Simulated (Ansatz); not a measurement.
SiC (wurtzite)

```yaml
crystal:
  lattice:
    - [3.07531, 0.00000, 0.00000]
    - [-1.53765, 2.66329, 0.00000]
    - [0.00000, 0.00000, 5.04816]
  atoms:
    - { symbol: Si, position: [0.66667, 0.33333, 0.00050] }
    - { symbol: Si, position: [0.33333, 0.66667, 0.50050] }
    - { symbol: C, position: [0.66667, 0.33333, 0.62470] }
    - { symbol: C, position: [0.33333, 0.66667, 0.12470] }
```

In this cell atom 4 (C, nearest neighbour Si at 1.883 Å; its periodic images, 3.1 Å or more away, move with it) is moved by s towards the nearest neighbour, unit vector (-0.817, -0.471, -0.333); all other atoms and the cell stay fixed.

Method: r2SCAN (plane waves to 500 eV, PAW, scalar-relativistic; Ansatz, an electronic-structure program). k mesh 10×10×5 (Γ-centred), Fermi-Dirac smearing 0.05 eV. E stands for the smeared free energy. Left out: 1 of 11 points, with atoms too close for the PAW data. SiC was relaxed with its symmetry unable to fall. ΔE is measured from the undisplaced structure.

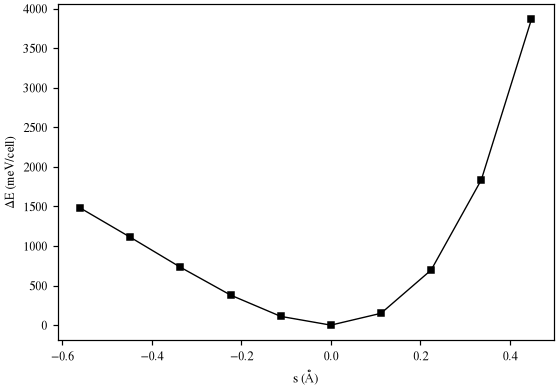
ΔE (meV/cell) against s (Å); computed points joined by lines.

Question: Is the energy the same for displacements of ±0.448 Å, and if not, which side lies higher?

Answer: Not even: the positive side lies higher at ±0.448 Å.

Question: What is the energy change at s = 0.448 Å?

Answer: About 3900 meV/cell.

(A displaced cell: forces are minus the slopes of the energy, force constants its curvatures, and phonons follow from these.)
